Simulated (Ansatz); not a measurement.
# BS+ (triplet): one geometry, many settings at distance B1–S2 = 3.723 Å

Aim: run BS+ (triplet) at one geometry under a spread of methods and options, and see what each costs and gives.

Program: Ansatz 0.2.0, Gaussian basis. Level of theory: the settings change from run to run. These are calculated values, not measurements.

16 further runs of the same task are left out: 13 that didn't finish, 3 set aside as unsound or not needed.

## Step 1: The geometry

The geometry derives from a PBE0/def2-TZVP stationary point (not a proven minimum). One bond is set to the value named and the two fragments are kept rigid.

2 atoms, charge 1, spin multiplicity 3.

Atoms are counted from 1 here; the program's logs count them from 0.

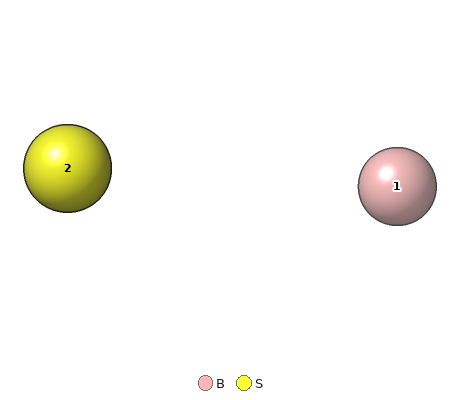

The structure; boron pink, sulfur yellow; atoms are numbered from 1 in the order of the file.

## Step 2: MP2 on UHF/cc-pVDZ

The input, in.yaml:

```yaml
crystal:
  periodic: [false, false, false]
  atoms:
    - {symbol: B, position_ang: [0.000000, 0.000000, 0.000000]}
    - {symbol: S, position_ang: [0.000000, 0.000000, 3.723000]}
basis:
  gaussian: {orbitals: cc-pVDZ}
total_charge: 1
magnetization: {spin_polarized: true, initial_magnetization: 2}
correlation: {method: mp2, electrons: all}
```

Run with:

```bash
ansatz run in.yaml --threads 1 --pin off --events-out ev --progress --plain --max-ram 2393MiB
```

Log:

```text
Functional definition: HF
  name "HF"
  cite "Fock, Z. Phys. 61, 126 (1930) doi:10.1007/BF01340294"
  parent pbe
  exchange = exact_x
  correlation = 0
325 factors; integrals over basis functions are off by at most 3.2e-4 eV
mean field evaluation 1: about -11475.5483 eV, gradient 8.9e0 eV
mean field evaluation 2: about -11475.5727 eV, gradient 8.7e0 eV
mean field evaluation 4: about -11476.2581 eV, gradient 6.0e-1 eV
mean field evaluation 8: about -11476.2652 eV, gradient 1.5e-1 eV
mean field evaluation 16: about -11475.3045 eV, gradient 7.3e0 eV
mean field evaluation 32: about -11476.0782 eV, gradient 7.9e-1 eV
mean field evaluation 64: about -11476.0602 eV, gradient 1.6e0 eV
mean field evaluation 96: about -11475.9018 eV, gradient 4.4e-5 eV
mean field -11476.26793837 eV, -421.7450678412 hartree, gradient 7.8e-6 eV, S^2 2.028059; 11 other end points of the search recorded, 0 dependent functions left out
reference -11476.26793837 eV, -421.7450678412 hartree; 11, 9 occupied and 21, 23 virtual orbitals, 325 factors
second order -3.41944468 eV of doubles, -0.00000000 eV of singles
Total energy: -11479.68738304 eV, -421.8707301153 hartree
```

Run time: 0.75 s. Hardware: 1 thread of Intel Xeon Platinum 8259CL at 2.50GHz, shared host.

From the report: ⟨S²⟩ of the determinant 2.028 (pure triplet: 2.00).

## Step 3: HF/6-31G*

The input, in.yaml:

```yaml
crystal:
  periodic: [false, false, false]
  atoms:
    - {symbol: B, position_ang: [0.000000, 0.000000, 0.000000]}
    - {symbol: S, position_ang: [0.000000, 0.000000, 3.723000]}
basis:
  gaussian: {orbitals: "6-31G*"}
total_charge: 1
magnetization: {spin_polarized: false, initial_magnetization: 2}
hamiltonian: {xc: hf}
output: {orbitals: {seedname: orbitals}}
```

Launched as before.

Log:

```text
Functional definition: HF
  name "HF"
  cite "Fock, Z. Phys. 61, 126 (1930) doi:10.1007/BF01340294"
  parent pbe
  exchange = exact_x
  correlation = 0
305 factors; integrals over basis functions are off by at most 5.6e-4 eV
mean field evaluation 1: about -11474.9845 eV, gradient 1.1e1 eV
mean field evaluation 2: about -11474.9857 eV, gradient 1.1e1 eV
mean field evaluation 4: about -11475.5128 eV, gradient 8.9e-1 eV
mean field evaluation 8: about -11475.5280 eV, gradient 1.2e-3 eV
mean field evaluation 16: about -11475.3806 eV, gradient 4.6e-1 eV
mean field evaluation 32: about -11475.1994 eV, gradient 3.3e-1 eV
mean field -11475.52798134 eV, -421.7178749222 hartree, gradient 9.4e-6 eV, S^2 2.000000; 3 other end points of the search recorded, 0 dependent functions left out
reference -11475.52798134 eV, -421.7178749222 hartree; 11, 9 occupied and 23, 25 virtual orbitals, 305 factors
Total energy: -11475.52798134 eV, -421.7178749222 hartree
```

It took 0.42 s on 1 thread of Intel Xeon Platinum 8259CL at 2.50GHz, shared host.

## Step 4: CCSD on UHF/cc-pVTZ-DK

The input, in.yaml:

```yaml
crystal:
  periodic: [false, false, false]
  atoms:
    - {symbol: B, position_ang: [0.000000, 0.000000, 0.000000]}
    - {symbol: S, position_ang: [0.000000, 0.000000, 3.723000]}
basis:
  gaussian: {orbitals: cc-pVTZ-DK, fitting: {mean_field: def2-universal-jkfit}}
total_charge: 1
magnetization: {spin_polarized: true, initial_magnetization: 2}
correlation: {method: ccsd, electrons: valence, diis_vectors: 4}
output: {forces: true}
```

Launched as before.

Log, cut to the lines that bear on the results:

```text
Functional definition: HF
  name "HF"
  cite "Fock, Z. Phys. 61, 126 (1930) doi:10.1007/BF01340294"
  parent pbe
[...]
203 factors; integrals over basis functions are off by at most 2.8e-1 eV
[...]
mean field -11506.26193627 eV, -422.8473269334 hartree, gradient 4.7e-6 eV, S^2 2.028686; 14 other end points of the search recorded, 0 dependent functions left out
determinant -11506.26193627 eV, -422.8473269334 hartree, with singles and doubles -11511.77210868 eV, -423.0498220346 hartree
determinant -11505.91807174 eV, -422.8346901452 hartree, with singles and doubles -11511.42600458 eV, -423.0371029435 hartree
determinant -11503.95215479 eV, -422.7624440298 hartree, with singles and doubles -11508.77376641 eV, -422.9396349887 hartree
determinant -11503.77402933 eV, -422.7558980398 hartree, with singles and doubles -11508.53789757 eV, -422.9309669687 hartree
determinant -11506.26193627 eV, -422.8473269334 hartree, with singles and doubles -11511.72447522 eV, -423.0480715371 hartree
determinant -11505.91807174 eV, -422.8346901452 hartree, with singles and doubles -11511.37742935 eV, -423.0353178367 hartree
6 core orbitals not correlated: weight in the atoms' cores, before any rotation towards them, 1.000 or more for the frozen orbitals, at most 0.000 for the correlated occupied ones
reference -11506.26193627 eV, -422.8473269334 hartree; 5, 3 occupied and 53, 55 virtual orbitals, 203 factors
second order -4.20279418 eV of doubles, -0.00000000 eV of singles
cycle   1  -5.46254255 eV  change   -3.6e-6 eV  update   3.0e-6
[...]
cycle   7  -5.46254661 eV  change    9.2e-8 eV  update   9.4e-8
[...]
Total energy: -11511.72448288 eV, -423.0480718188 hartree
Relativity: scalar
Atom 0 at     0.000000     0.000000     0.000000 Å, force     0.000000     0.000000     0.444641 eV/Å
Atom 1 at     0.000000     0.000000     3.723000 Å, force    -0.000000    -0.000000    -0.444641 eV/Å
Dipole moment:     0.000000     0.000000    -2.370961 e Å
```

It took 12 s on 1 thread of Intel Xeon Platinum 8259CL at 2.50GHz, shared host.

From the report: ⟨S²⟩ of the determinant 2.029 (pure triplet: 2.00); correlation -5.4625 eV; T1 0.018; largest double amplitude 0.15.

## Step 5: CCSDT(Q)/B on UHF/cc-pVDZ

The input, in.yaml:

```yaml
crystal:
  periodic: [false, false, false]
  atoms:
    - {symbol: B, position_ang: [0.000000, 0.000000, 0.000000]}
    - {symbol: S, position_ang: [0.000000, 0.000000, 3.723000]}
basis:
  gaussian: {orbitals: cc-pVDZ}
total_charge: 1
magnetization: {spin_polarized: true, initial_magnetization: 2}
correlation: {method: ccsdt_q_b, electrons: valence}
output: {forces: true}
```

The command is unchanged.

Log, cut to the lines that bear on the results:

```text
Functional definition: HF
  name "HF"
  cite "Fock, Z. Phys. 61, 126 (1930) doi:10.1007/BF01340294"
  parent pbe
[...]
559 factors; integrals over basis functions are off by at most 1.3e-7 eV
[...]
mean field -11476.26795714 eV, -421.7450685311 hartree, gradient 7.7e-6 eV, S^2 2.028064; 16 other end points of the search recorded, 0 dependent functions left out
determinant -11476.26795714 eV, -421.7450685311 hartree, with singles and doubles -11480.71093502 eV, -421.9083449567 hartree
determinant -11475.90178377 eV, -421.7316119078 hartree, with singles and doubles -11480.31451867 eV, -421.8937769243 hartree
determinant -11473.83437957 eV, -421.6556362048 hartree, with singles and doubles -11477.88831165 eV, -421.8046154611 hartree
determinant -11473.66638252 eV, -421.6494624272 hartree, with singles and doubles -11477.63941220 eV, -421.7954685750 hartree
[...]
determinant -11475.90178377 eV, -421.7316119078 hartree, with singles and doubles -11480.31575614 eV, -421.8938224006 hartree
6 core orbitals not correlated: weight in the atoms' cores, before any rotation towards them, 1.000 or more for the frozen orbitals, at most 0.000 for the correlated occupied ones
reference -11476.26795714 eV, -421.7450685311 hartree; 5, 3 occupied and 21, 23 virtual orbitals, 559 factors
second order -3.22656395 eV of doubles, -0.00000000 eV of singles
cycle   1  -3.97016689 eV  change   -7.4e-1 eV  update   9.0e-2
[...]
cycle  40  -4.51826256 eV  change    7.1e-9 eV  update   3.4e-8
perturbative correction -0.00483284 eV, -0.0001776035 hartree
[...]
Total energy: -11480.79105254 eV, -421.9112892213 hartree
Atom 0 at     0.000000     0.000000     0.000000 Å, force     0.000000    -0.000000     0.560174 eV/Å
Atom 1 at     0.000000     0.000000     3.723000 Å, force     0.000000    -0.000000    -0.560174 eV/Å
Dipole moment:    -0.000000     0.000000    -2.225228 e Å
```

It took 54 s on 1 thread of Intel Xeon Platinum 8259CL at 2.50GHz, shared host; peak memory 0.39 GiB.

From the report: ⟨S²⟩ of the determinant 2.028 (pure triplet: 2.00); correlation -4.5231 eV; T1 0.027; largest double amplitude 0.15.

## Step 6: All runs side by side

```
                    level  correlated  functions  energy (eV)    time
       MP2 on UHF/cc-pVDZ         all         32  -11479.6874  0.75 s
                HF/6-31G*                     34  -11475.5280  0.42 s
   CCSD on UHF/cc-pVTZ-DK     valence         64  -11511.7245    12 s
CCSDT(Q)/B on UHF/cc-pVDZ     valence         32  -11480.7911    54 s
```

## Step 7: Outcome

| quantity | value |
| --- | --- |
| runs | 4 |
| quickest | HF/6-31G*, 0.42 s |
| slowest | CCSDT(Q)/B on UHF/cc-pVDZ, 54 s |

Total energies in different bases, with other cores or another treatment of relativity can't be set against each other. CCSDT(Q)/B on UHF/cc-pVDZ took 129 times as long as HF/6-31G*; the jobs differ in more than the method.
